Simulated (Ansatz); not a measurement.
C3H12BNSi: several calculations on one system

## 1. Relaxation

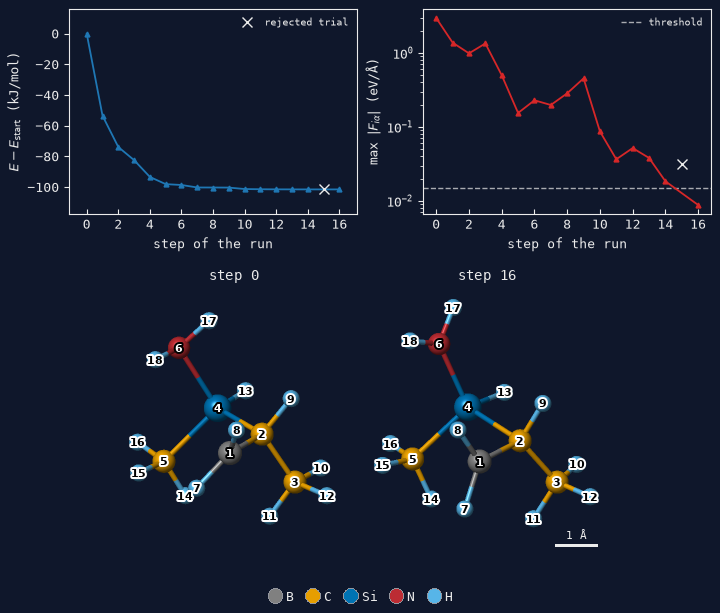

First and last geometry of a relaxation of C3H12BNSi, with the history of the run. A ball-and-stick model, seen from a free direction.

The run prepares an end point of a later path (torsion) calculation, from a guessed geometry.

Computed with Ansatz, RKS PBE/6-31G.

Input file:
```yaml
crystal:
  periodic: [false, false, false]
  atoms:
    - { symbol: B, position_ang: [-0.0819, -1.8907, 0.3556] }
    - { symbol: C, position_ang: [0.7021, -0.5145, 0.5956] }
    - { symbol: C, position_ang: [1.9331, -0.4863, -0.2824] }
    - { symbol: Si, position_ang: [-0.2934, 1.007, 0.2562] }
    - { symbol: C, position_ang: [-0.9709, 1.0105, -1.5266] }
    - { symbol: "N", position_ang: [-1.7718, 1.0247, 1.369] }
    - { symbol: H, position_ang: [-0.5175, -2.0947, -0.7301] }
    - { symbol: H, position_ang: [-0.29, -2.5796, 1.2271] }
    - { symbol: H, position_ang: [1.0092, -0.4667, 1.7076] }
    - { symbol: H, position_ang: [2.5463, 0.442, -0.0502] }
    - { symbol: H, position_ang: [1.7006, -0.5297, -1.3285] }
    - { symbol: H, position_ang: [2.6365, -1.3457, -0.0043] }
    - { symbol: H, position_ang: [0.3859, 2.2318, 0.481] }
    - { symbol: H, position_ang: [-0.1313, 1.0477, -2.1824] }
    - { symbol: H, position_ang: [-1.5863, 0.0986, -1.7014] }
    - { symbol: H, position_ang: [-1.5856, 1.9574, -1.6551] }
    - { symbol: H, position_ang: [-1.3813, 0.9319, 2.3372] }
    - { symbol: H, position_ang: [-2.341, 0.1677, 1.1835] }
basis:
  gaussian: { orbitals: "6-31G" }
hamiltonian:
  xc: pbe
relax:
  f_tol: 0.015
  max_steps: 40
```

Run as
```bash
ansatz run input.yaml --threads 1 --pin off --max-ram 2048MiB --backend cpu --events-out ev --progress --plain --runs-dir out
```

Question: What do the curves and the structures tell?

Answer: It converged. The energy falls by 101.5 kJ/mol in 15 accepted moves (16 points after the start). The largest force component goes from 3 to 0.0088 eV/Å. The line search rejected the trial step at point 15 of the run. The largest move after the best rigid fit is that of H8, 0.83 Å. Largest moves by element: H 0.83 Å, B 0.25 Å, C 0.25 Å, N 0.22 Å, Si 0.20 Å. Among the contacts that change: C2–Si4 1.850 → 2.006 Å, Si4–H13 1.418 → 1.519 Å, B1–H8 1.130 → 1.212 Å, Si4–N6 1.850 → 1.772 Å. Bond angles that change, for instance: Si4–N6–H17 104.9° → 121.7°, Si4–N6–H18 108.7° → 123.5°, B1–C2–Si4 114.6° → 100.3°. Groups turn about B1–C2 by about 35°. The run took roughly 4 core-minutes on a shared host.

```
step  E − E(0), kJ/mol  largest force component, eV/Å      note
   0              0.00                         2.9668          
   1            -53.44                         1.3823          
   2            -73.84                         0.9898          
   3            -82.39                         1.3472          
   4            -93.33                         0.5010          
   5            -98.02                         0.1547          
   6            -98.58                         0.2295          
   7           -100.19                         0.1982          
   8           -100.22                         0.2855          
   9           -100.26                         0.4544          
  10           -101.21                         0.0869          
  11           -101.35                         0.0366          
  12           -101.41                         0.0519          
  13           -101.44                         0.0381          
  14           -101.45                         0.0184          
  15           -101.45                         0.0314  rejected
  16           -101.45                         0.0088
```

## 2. Relaxation

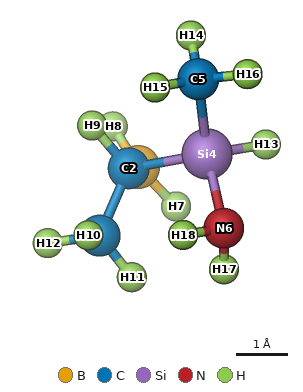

This is the input geometry for a relaxation of C₃H₁₂BNSi. Style: ball-and-stick. Shown from a free direction.

The run prepares an end point of a later path (torsion) calculation, from a guessed geometry.

Theory: RKS PBE/6-31G in Ansatz.

The input:
```yaml
crystal:
  periodic: [false, false, false]
  atoms:
    - { symbol: B, position_ang: [-0.0819, -1.8907, 0.3556] }
    - { symbol: C, position_ang: [0.7021, -0.5145, 0.5956] }
    - { symbol: C, position_ang: [1.9331, -0.4863, -0.2824] }
    - { symbol: Si, position_ang: [-0.2934, 1.007, 0.2562] }
    - { symbol: C, position_ang: [-0.36364, 2.14633, 1.78407] }
    - { symbol: "N", position_ang: [0.53262, 1.98638, -1.07902] }
    - { symbol: H, position_ang: [-0.5175, -2.0947, -0.7301] }
    - { symbol: H, position_ang: [-0.29, -2.5796, 1.2271] }
    - { symbol: H, position_ang: [1.0092, -0.4667, 1.7076] }
    - { symbol: H, position_ang: [2.5463, 0.442, -0.0502] }
    - { symbol: H, position_ang: [1.7006, -0.5297, -1.3285] }
    - { symbol: H, position_ang: [2.6365, -1.3457, -0.0043] }
    - { symbol: H, position_ang: [-1.61926, 0.77038, -0.18903] }
    - { symbol: H, position_ang: [-0.87929, 1.61402, 2.55031] }
    - { symbol: H, position_ang: [0.66815, 2.42182, 2.10083] }
    - { symbol: H, position_ang: [-0.96889, 3.06397, 1.49665] }
    - { symbol: H, position_ang: [0.64176, 1.31554, -1.87687] }
    - { symbol: H, position_ang: [1.49426, 2.24359, -0.75972] }
basis:
  gaussian: { orbitals: "6-31G" }
hamiltonian:
  xc: pbe
relax:
  f_tol: 0.015
  max_steps: 40
```

Command:
```bash
ansatz run input.yaml --threads 1 --pin off --max-ram 2048MiB --backend cpu --events-out ev --progress --plain --runs-dir out
```

Where does the relaxation end?

After 15 accepted moves (18 points after the start) the energy has fallen by 108.3 kJ/mol. Largest force component: 2.6 eV/Å at the start, 0.0063 eV/Å at the end. The line search rejected the trial steps at points 9, 12, 16 of the run. The largest move after the best rigid fit is that of H8, 1.08 Å. By element the largest moves are H 1.08 Å, C 0.34 Å, B 0.31 Å, N 0.13 Å, Si 0.10 Å. Among the contacts that change: B1–Si4 2.907 → 2.594 Å, C2–Si4 1.850 → 2.014 Å, Si4–H13 1.418 → 1.522 Å, B1–H8 1.130 → 1.211 Å. Among the angles between lasting bonds that change: B1–C2–Si4 114.6° → 92.9°, Si4–N6–H17 104.9° → 121.6°, Si4–N6–H18 108.7° → 123.6°. Groups turn about B1–C2 by about 30°. The run took of the order of 4 core-minutes on a shared host.

History of the run:

```json
{"step": "0", "E − E(0), kJ/mol": "0.00", "largest force component, eV/Å": "2.6208", "note": ""}
{"step": "1", "E − E(0), kJ/mol": "-56.68", "largest force component, eV/Å": "1.3699", "note": ""}
{"step": "2", "E − E(0), kJ/mol": "-75.71", "largest force component, eV/Å": "0.9251", "note": ""}
{"step": "3", "E − E(0), kJ/mol": "-90.40", "largest force component, eV/Å": "0.3762", "note": ""}
{"step": "4", "E − E(0), kJ/mol": "-97.56", "largest force component, eV/Å": "0.2497", "note": ""}
{"step": "5", "E − E(0), kJ/mol": "-101.81", "largest force component, eV/Å": "0.3402", "note": ""}
{"step": "6", "E − E(0), kJ/mol": "-104.55", "largest force component, eV/Å": "0.5290", "note": ""}
{"step": "7", "E − E(0), kJ/mol": "-106.10", "largest force component, eV/Å": "0.4897", "note": ""}
{"step": "8", "E − E(0), kJ/mol": "-107.25", "largest force component, eV/Å": "0.1524", "note": ""}
{"step": "9", "E − E(0), kJ/mol": "-107.22", "largest force component, eV/Å": "0.2720", "note": "rejected"}
{"step": "10", "E − E(0), kJ/mol": "-107.80", "largest force component, eV/Å": "0.2664", "note": ""}
{"step": "11", "E − E(0), kJ/mol": "-108.12", "largest force component, eV/Å": "0.0591", "note": ""}
{"step": "12", "E − E(0), kJ/mol": "-107.91", "largest force component, eV/Å": "0.4238", "note": "rejected"}
{"step": "13", "E − E(0), kJ/mol": "-108.24", "largest force component, eV/Å": "0.0434", "note": ""}
{"step": "14", "E − E(0), kJ/mol": "-108.28", "largest force component, eV/Å": "0.0402", "note": ""}
{"step": "15", "E − E(0), kJ/mol": "-108.30", "largest force component, eV/Å": "0.0610", "note": ""}
{"step": "16", "E − E(0), kJ/mol": "-108.30", "largest force component, eV/Å": "0.0406", "note": "rejected"}
{"step": "17", "E − E(0), kJ/mol": "-108.33", "largest force component, eV/Å": "0.0297", "note": ""}
{"step": "18", "E − E(0), kJ/mol": "-108.34", "largest force component, eV/Å": "0.0063", "note": ""}
```

The structure at the end:

```xyz
18

B    -0.1824   -1.6010    0.4047
C     0.9524   -0.5993    0.6690
C     2.2287   -0.6352   -0.1926
Si   -0.2031    0.9854    0.2106
C    -0.4172    1.9993    1.8236
N     0.4900    1.8816   -1.1520
H    -0.3031   -2.1281   -0.6780
H    -1.0360   -1.8029    1.2393
H     1.1755   -0.4340    1.7402
H     2.8488    0.2753   -0.0891
H     1.9815   -0.7551   -1.2607
H     2.8597   -1.4926    0.1044
H    -1.5742    0.5647   -0.2980
H    -0.8567    1.3634    2.6112
H     0.5564    2.3745    2.1814
H    -1.0828    2.8598    1.6466
H    -0.0493    2.0766   -1.9894
H     1.4624    2.1708   -1.1974
```

The end point in the same view:

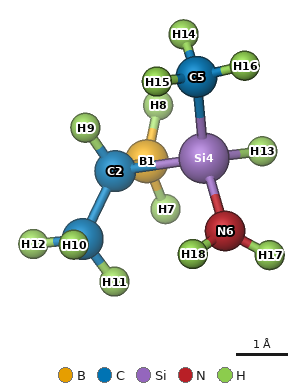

## 3. Path

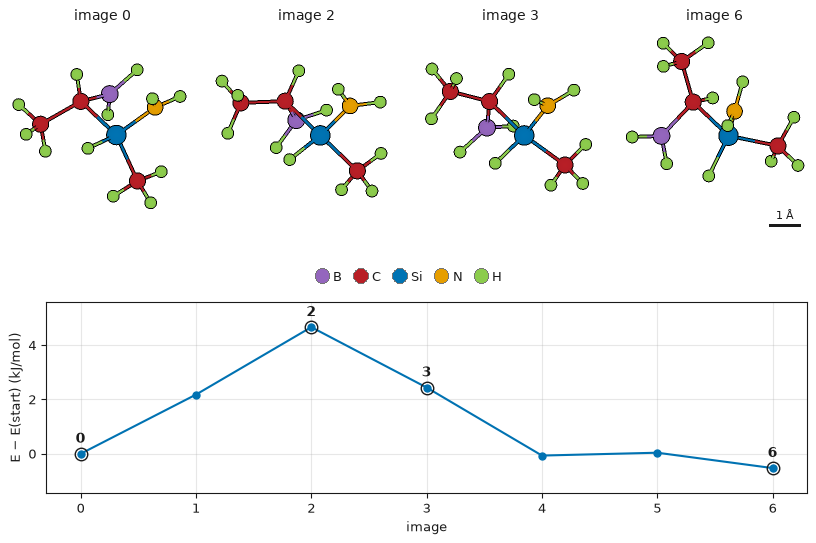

A search for the minimum-energy path of C3H12BNSi by the nudged elastic band. Images are numbered from 0 (start) to 6 (end). Style: ball-and-stick. Shown at a tilt.

These are results of Ansatz, RKS PBE/6-31G, not measurements. Set-up: 5 movable images; climbing image; force threshold 0.05 eV/Å; iteration limit 13; starting path by image-dependent pair potential.

Q: What happens along the path, and what is the barrier?

A: The motion is a rotation about the C–Si bond by about 165°. No bond forms or breaks between the ends. Among the angles between lasting bonds that change up to the highest image: C–Si–N 112.0° → 106.1°, C–Si–C 110.9° → 115.3°. The highest point, image 2, lies 4.67 kJ/mol above the start and 5.19 kJ/mol above the end; the end is at −0.53 kJ/mol relative to the start. The band converged in 11 iterations, with a climbing image at the top.

The run took of the order of 11 core-minutes on a shared host.
